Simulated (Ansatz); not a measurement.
# Mo5W: further runs on a relaxed guess, part 2 of 2

Aim: for this structure of Mo5W, repeat the electronic structure at other levels of theory.

Ansatz 0.2.0; DFT PBE, scalar-relativistic, plane waves, PAW. The steps go on from the part before.

### 3 Level of theory: LDA

Input file input.yaml:

```yaml
crystal:
  lattice:
    - [3.1641359, 0.0, 0.0]
    - [0.0, 3.1641359, 0.0]
    - [0.0, 0.0, 9.4951626]
  atoms:
    - { symbol: Mo, position: [0.0, 0.0, 0.66608] }
    - { symbol: Mo, position: [0.5, 0.5, 0.832875] }
    - { symbol: Mo, position: [0.5, 0.5, 0.167125] }
    - { symbol: Mo, position: [0.0, 0.0, 0.33392] }
    - { symbol: Mo, position: [0.5, 0.5, 0.5] }
    - { symbol: W, position: [0.0, 0.0, 0.0] }
basis:
  ecutwfc: 420
kpoints:
  mp_grid: { grid: [12, 12, 4] }
  band_path:
    path:
      - [[0.0, 0.0, 0.0], [0.0, 0.5, 0.0], [0.5, 0.5, 0.0], [0.0, 0.0, 0.0], [0.0, 0.0, 0.5], [0.0, 0.5, 0.5], [0.5, 0.5, 0.5], [0.0, 0.0, 0.5]]
      - [[0.0, 0.5, 0.0], [0.0, 0.5, 0.5]]
      - [[0.5, 0.5, 0.0], [0.5, 0.5, 0.5]]
    npoints: 14
hamiltonian:
  xc: lda
scf:
  occupations: { method: gaussian, width: 0.1 }
  n_extra_bands: 15
output:
  forces: true
  stress: true
  eigenvalues: true
  populations: true
  dos: { projected: true, de: 0.02, nscf_kmesh: { grid: [15, 15, 5] } }
  bader: true
  write_density: true
  write_potential: true
  elf: true
  volumetric_format: npy
```

Run with:

```console
$ ansatz run input.yaml --threads 4 --pin off --max-ram 8192MiB --backend cpu --events-out ev --progress --plain --runs-dir out
```

Output:

```text
Warning: RAYON_NUM_THREADS=4 ignored (pool sized by the plan → 4); use --threads N
scf.n_extra_bands = 15 over 42 filled bands (N_el = 84.0): the run solves 57 bands
Engine: ansatz 0.2.0, x86_64-unknown-linux-gnu
Pseudopotentials: kind: paw
Pseudopotential: Mo, paw, valence charge 14, recommended cutoff 420 eV (normal), Mo.paw.azcp
Pseudopotential: W, paw, valence charge 14, recommended cutoff 420 eV (normal), W.paw.azcp
Functional definition: SPW92
  exchange = slater_x
  correlation = pw_c
Crystal: 6 atoms, lattice volume = 95.063 Å³
Basis set: ecut = 420 eV, 1879 PW (Γ)
Bands: 57, of which v1, the nominal top of the filled ones, is band 42 counted from 1 (41 counted from 0)
Symmetry: 16 space group operations
Space group: P4/mmm (ITA 123), of the structure as read, at distance tolerance 4.6e-5 Å
k-points: 84 of 576
Non-local potential: Mo, projectors of the file, l = 0: 3, l = 1: 2, l = 2: 2, l = 3: 1
Non-local potential: W, projectors of the file, l = 0: 3, l = 1: 2, l = 2: 2, l = 3: 1
PAW form: soft (Blöchl's): semilocal exchange-correlation on the pseudo side does not see the compensation charge
PAW frozen core: Mo, regenerated for the run's functional, and the local potential with it (the file was generated under x = pbe(κ = 0.804, μ = 0.2195149727645171), c = pbe(β = 0.06672455060314922))
PAW frozen core: W, regenerated for the run's functional, and the local potential with it (the file was generated under x = pbe(κ = 0.804, μ = 0.2195149727645171), c = pbe(β = 0.06672455060314922))
PAW one-centre angular grid: Mo, 590 points (default); XC on 64 Gauss nodes
PAW one-centre angular grid: W, 590 points (default); XC on 64 Gauss nodes
Initial density: superposition of atomic densities (neutral atoms: chi_scale 0, normalization atom), corrected by the library's trained network
Initial wavefunctions: pseudopotential atomic-orbital guess
Functional: x = slater, c = lda
SCF iter   1: F=—  HF=-34344.011952 eV  |F-HF|=—  |Δ(HF+E_count)|=         —  Δρ=7.94e-3  dr2=1.09e-1  ethr=1.77e-3  ⟨swp⟩=5.3  Hψ=18627  notcnv=0  defer=3
preconditioner: auto → Kerker (q_TF=auto, 2.673 Å⁻¹)  [metal: Δε(μ)=0.035 eV  Ē_g=5.208 eV  σ=0.100 eV  W_gap=0.20  n_scr=28 (ndim 8)  ℏωp=22.9 eV  f_vac=0.000  D(μ)=3.29/eV (n_scr^D=26)]
SCF iter   2: F=—  HF=-34344.006294 eV  |F-HF|=—  |Δ(HF+E_count)|=   5.66e-3  Δρ=4.45e-3  dr2=4.03e-2  ethr=1.30e-4  ⟨swp⟩=1.0  Hψ=5544  notcnv=0  defer=4
SCF iter   3: F=—  HF=-34344.003452 eV  |F-HF|=—  |Δ(HF+E_count)|=   2.84e-3  Δρ=3.29e-4  dr2=3.73e-4  ethr=4.80e-5  ⟨swp⟩=1.9  Hψ=4529  notcnv=0  defer=4
SCF iter   4: F=—  HF=-34344.003389 eV  |F-HF|=—  |Δ(HF+E_count)|=   6.29e-5  Δρ=8.08e-5  dr2=4.86e-5  ethr=4.44e-7  ⟨swp⟩=2.0  Hψ=5919  notcnv=0  defer=4
SCF iter   5: F=—  HF=-34344.003385 eV  |F-HF|=—  |Δ(HF+E_count)|=   4.86e-6  Δρ=2.70e-5  dr2=9.34e-7  ethr=5.79e-8  ⟨swp⟩=1.7  Hψ=4783  notcnv=0  defer=4
SCF iter   6: F=-34344.003384 eV  HF=-34344.003384 eV  |F-HF|=7.28e-8  |Δ(HF+E_count)|=   1.88e-7  Δρ=5.44e-6  dr2=8.65e-8  ethr=1.19e-10  ⟨swp⟩=12.1  Hψ=30127  notcnv=0
SCF 1 converged in 6 iterations: F = -34344.003384 eV  dr2 = 8.65e-8
NSCF: frozen V_eff on 129 k-points
NSCF: frozen V_eff on 108 k-points
SCF converged after 6 iterations
Free energy (F): -34344.003384 eV
Harris-Foulkes:  -34344.003384 eV  (|F-HF|=7.28e-8)
Internal energy: -34343.986934 eV  (E = F + TS)
E sigma→0 (E₀):  -34343.995159 eV
Entropy (-TS):   -0.016451 eV (-2.742 meV/atom)
Fermi energy:    20.862365 eV
--- Per-component energies (eV) ---
  E_band       = -398.701915
  E_kinetic    = 2652.743321
  E_local      = -4599.779991  (includes V_loc(G=0)·N_el)
  E_nonlocal   = 743.795986
  E_hartree    = 1525.790199
  E_xc         = -1176.103402
  E_vxc        = -1380.887451  (∫ρ·V_xc dr)
  E_paw        = -23755.802028  (= ΣΔE_a)
  E_vpaw       = -866.154778  (= ΣTr[D̂ρ^β])
  E_aug_tail   = 0.000084  (compensation charges beyond the density's cutoff)
  E_ewald      = -9737.278337
  E_core_change = 2.647234  (= ΣΔE_core)
  E_smearing   = -0.016451  (= −TS)
  E_closure    = -0.000000  (closes the sum)
  Σ components = -34344.003384   (vs F -34344.003384, Δ=0.00e0)
--- Forces (eV/Å), atoms counted from 1 ---
  atom   1  Mo     0.00000000     0.00000000    -0.00700266
  atom   2  Mo     0.00000000     0.00000000     0.04884644
  atom   3  Mo     0.00000000     0.00000000    -0.04884644
  atom   4  Mo     0.00000000     0.00000000     0.00700266
  atom   5  Mo     0.00000000    -0.00000000     0.00000000
  atom   6  W     -0.00000000    -0.00000000     0.00000000
  max |Σ_I F_I| component: 7.81e-18 eV/Å
--- Stress (GPa, compression-positive) ---
      -12.762095       0.000000       0.000000
        0.000000     -12.762095       0.000000
        0.000000       0.000000     -12.752260
  P = ⅓ Tr σ = -12.7588 GPa (-127.588 kbar)
--- Band table (eV; the first three rows and the last of 84) ---
  k-point 0: bands = ["-53.2591", "-40.3293", "-40.2277", "-40.0996", "-40.0032", "-39.9503", "-17.5278", "-17.4223", "-17.4223", "-14.6249", "-14.5871", "-14.5677", "-14.5677", "-14.3818", "-14.3818", "-14.2946", "-14.1251", "-14.1123", "-14.1123", "-13.9119", "-13.9119", "-13.7832", "-13.7506", "-13.7506", "13.0238", "15.1302", "15.3539", "15.3604", "15.5886", "16.5903", "16.6800", "16.8570", "16.8956", "19.4453", "19.4453", "19.4520", "19.5267", "19.5267", "19.5939", "19.5939", "19.9325", "19.9970", "20.4721", "20.5606", "21.4387", "21.4387", "21.6157", "21.6157", "22.4515", "22.4762", "23.0117", "23.2699", "23.2982", "23.5653", "24.9183", "24.9183", "24.9472"]
  k-point 1: bands = ["-53.2591", "-40.3289", "-40.2289", "-40.0973", "-40.0057", "-39.9493", "-17.5278", "-17.4223", "-17.4223", "-14.6326", "-14.5701", "-14.5701", "-14.5633", "-14.3750", "-14.3750", "-14.3519", "-14.1218", "-14.1218", "-14.0641", "-13.9045", "-13.9045", "-13.8031", "-13.7529", "-13.7529", "13.1402", "14.5476", "15.4338", "15.4870", "16.0856", "16.1898", "16.4150", "17.1048", "17.3233", "19.0227", "19.4249", "19.4249", "19.4610", "19.4610", "19.5194", "19.7983", "19.7983", "20.0623", "20.7702", "20.7702", "20.8870", "21.0756", "22.2693", "22.4198", "22.4432", "22.4432", "22.5173", "23.0655", "23.7853", "23.8119", "24.4548", "24.4548", "24.6705"]
  k-point 2: bands = ["-53.2591", "-40.3286", "-40.2302", "-40.0950", "-40.0081", "-39.9483", "-17.5278", "-17.4223", "-17.4223", "-14.6371", "-14.5724", "-14.5724", "-14.5353", "-14.4027", "-14.3679", "-14.3679", "-14.1311", "-14.1311", "-14.0100", "-13.8974", "-13.8974", "-13.8300", "-13.7554", "-13.7554", "13.3136", "14.1479", "15.6281", "15.7347", "15.8096", "15.9022", "16.7785", "16.9606", "18.1141", "18.1416", "19.4074", "19.4074", "19.4432", "19.4432", "19.6843", "19.7684", "20.1523", "20.1523", "20.2393", "20.2393", "21.6384", "21.6480", "21.7568", "21.7962", "22.6400", "22.8502", "23.3272", "23.3272", "23.6230", "23.6230", "24.0758", "24.1715", "24.2228"]
  k-point 83: bands = ["-53.2406", "-40.1173", "-40.1070", "-40.0942", "-40.0536", "-40.0429", "-17.6550", "-17.6550", "-17.4652", "-14.9689", "-14.9689", "-14.6754", "-14.6754", "-14.3607", "-14.3594", "-14.3594", "-14.3412", "-14.2131", "-14.1773", "-14.1583", "-14.0011", "-14.0011", "-13.7960", "-13.7960", "15.7022", "15.9684", "16.0565", "16.0921", "17.3641", "17.3641", "17.4231", "17.4231", "18.1295", "18.1295", "18.1325", "18.1727", "18.1746", "18.1746", "20.9274", "20.9274", "21.1452", "21.1452", "22.5481", "22.5649", "22.7019", "22.7182", "23.0394", "23.0548", "23.0696", "23.0987", "23.1521", "23.1557", "23.5585", "23.9356", "27.0182", "27.0182", "27.4493"]
--- Löwdin populations: 6 sites ---
  site symbol       q [e]
     0     Mo     13.9294
     1     Mo     13.9960
     2     Mo     13.9960
     3     Mo     13.9294
     4     Mo     13.9248
     5      W     13.7071
  spilling = 0.006158 (of n_electrons = 84.000000)
--- Bader charges: 6 sites ---
  site symbol  charge [e]  shift [e]
     0     Mo      0.0125     0.0000
     1     Mo      0.0213     0.0000
     2     Mo      0.0213     0.0000
     3     Mo      0.0125     0.0000
     4     Mo     -0.0011     0.0000
     5      W     -0.0666     0.0001
  estimated error of the sums over rays = 8.1e-4 e
```

Wall time 17 s (4 threads of Intel Xeon 6975P-C (Granite Rapids), shared host); peak memory 0.81 GiB.

Site by site:

```
atom  Löwdin electrons  Bader charge (e)  Bader volume (Å³)
 Mo1             13.93             +0.01               15.8
 Mo2             14.00             +0.02               15.5
 Mo3             14.00             +0.02               15.5
 Mo4             13.93             +0.01               15.8
 Mo5             13.92             -0.00               15.8
  W6             13.71             -0.07               16.7
```

The Löwdin counts miss 0.52 of the 84 electrons, which the atomic orbitals do not span, so they are no charges.

From bands.tsv, the levels nearest the Fermi level at the path's corners, in eV from the Fermi level:

```tsv
point	band 39	band 40	band 41	band 42	band 43	band 44	band 45	band 46
Γ	-1.27	-1.27	-0.93	-0.86	-0.39	-0.30	0.58	0.58
X	-0.69	-0.66	-0.63	-0.63	-0.60	-0.56	0.78	0.93
M	-1.44	-1.44	1.40	1.40	1.58	1.60	2.07	2.08
Γ	-1.27	-1.27	-0.93	-0.86	-0.39	-0.30	0.58	0.58
Z	-1.18	-1.09	-0.71	-0.71	-0.62	-0.62	0.78	0.79
R	-1.87	-1.86	0.05	0.08	0.17	0.24	1.40	1.40
A	0.07	0.07	0.28	0.28	1.69	1.70	1.84	1.86
Z	-1.18	-1.09	-0.71	-0.71	-0.62	-0.62	0.78	0.79
X	-0.69	-0.66	-0.63	-0.63	-0.60	-0.56	0.78	0.93
R	-1.87	-1.86	0.05	0.08	0.17	0.24	1.40	1.40
M	-1.44	-1.44	1.40	1.40	1.58	1.60	2.07	2.08
A	0.07	0.07	0.28	0.28	1.69	1.70	1.84	1.86
```

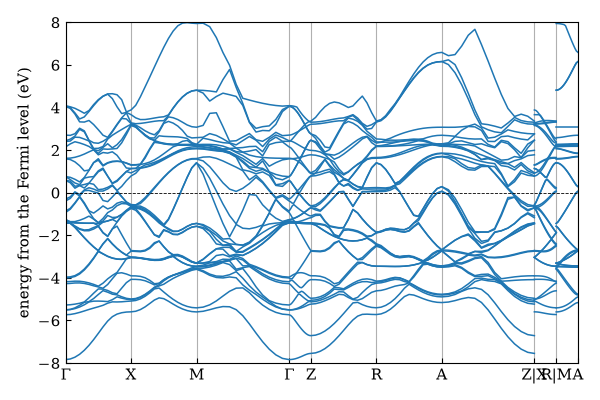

Bands along the path. Deeper bands lie below the window drawn.

States per cell in windows of 1 eV, from dos.tsv and pdos.tsv (zero at the Fermi level):

```csv
from,to,total,Mo 5s,Mo 4d,W 5d
-7,-6,0.49,0.27,0.04,0.01
-6,-5,2.31,0.62,1.04,0.28
-5,-4,7.03,1.03,4.77,0.95
-4,-3,7.24,0.26,5.71,1.11
-3,-2,7.71,0.19,6.24,1.08
-2,-1,7.92,0.64,5.83,1.03
-1,0,3.16,0.25,2.26,0.38
0,1,5.53,0.14,4.41,0.72
1,2,8.27,0.08,6.90,1.16
2,3,9.24,0.36,7.15,1.51
```

The solved bands begin to run out at 3.3 eV, so nothing above is shown.

A further 48 or so states lie below the table's range.

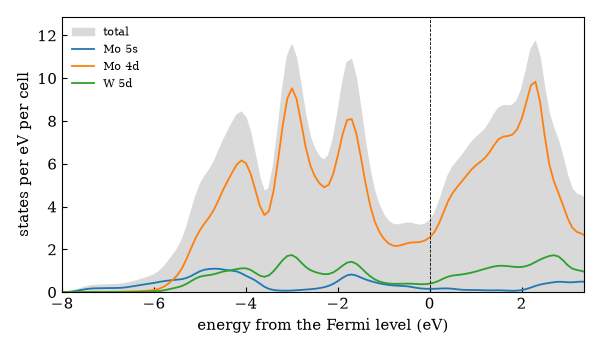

Total and projected density of states, smoothed over about 0.40 eV.

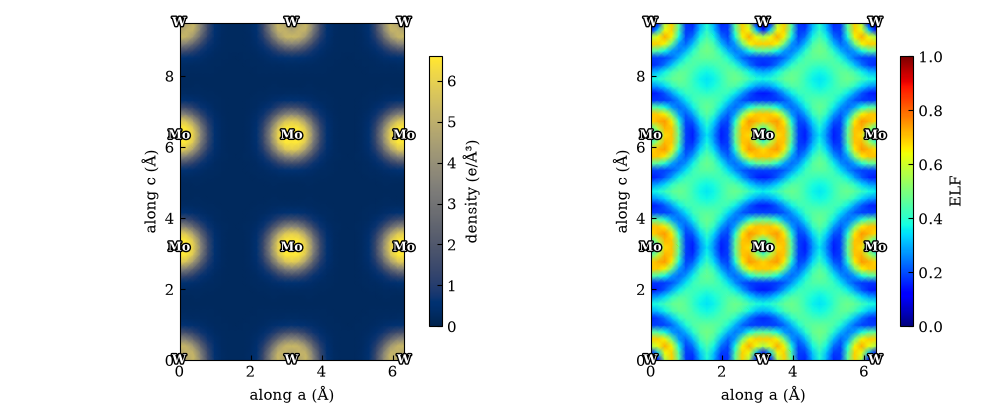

Density (left) and ELF (right) in a lattice plane of the grid's cell (edges 3.16 and 9.50 Å, at 0.000 of the third edge), which holds Mo and W. Only atoms in the plane are labelled. Both are smooth fields of the valence electrons: close to the nuclei they are not physical.

The highest ELF values outside the cores: 0.49 between the atoms, 1.8 Å from W.

### 4 The levels side by side

```
 level  gap (eV)  pressure (GPa)  CPU time  against the first
   PBE      0.00             0.0      63 s                × 1
r2SCAN      0.00            -2.9      95 s              × 1.5
   LDA      0.00           -12.8      67 s              × 1.1
```

All at the geometry relaxed with the first.

### 5 Results

What follows sums up all 2 parts.

```
                          quantity                         value
                      gap (r2SCAN)                  none (metal)
states at the Fermi level (r2SCAN)          2.71 per eV per cell
            Bader charges (r2SCAN)  Mo -0.00 to +0.03, W -0.10 e
                         gap (LDA)                  none (metal)
   states at the Fermi level (LDA)          3.09 per eV per cell
               Bader charges (LDA)  Mo -0.00 to +0.02, W -0.07 e
```

In words: All levels find a metal. At this fixed cell LDA gives -12.8 GPa, so it would relax to a smaller volume. Spin-orbit coupling is left out, which matters for the bands of W.
